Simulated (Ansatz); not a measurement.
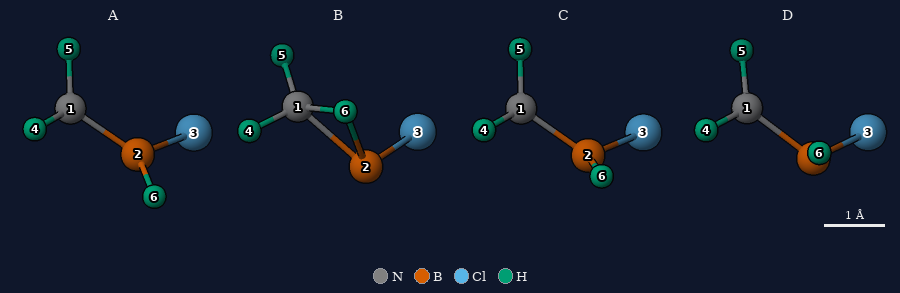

4 geometries from a converged minimum-energy path of BNH$_{3}$Cl, shuffled. A ball-and-stick model, seen from a free direction.

These are results of RKS PBE-D4/6-31G* (Ansatz), not measurements. Run with 7 movable images; climbing image; force threshold 0.05 eV/Å; iteration limit 60; starting path through a guess of the saddle point.

### Which frame is the transition state?

B. In order along the path, whose images run from 0 to 8: A (image 2, +10.1 kcal/mol), C (image 3, +26.9 kcal/mol), D (image 4, +55.2 kcal/mol), B (image 6, +104.0 kcal/mol). A hydrogen atom shifts from one atom to another. Breaking: B2–H6 (1.20 → 1.53 at the top → 2.30 Å). Forming: N1–H6 (2.27 → 1.19 at the top → 1.03 Å).

Cost: 73 s on 1 thread of Arm Neoverse V1, on a shared host, peak memory 0.1 GiB.
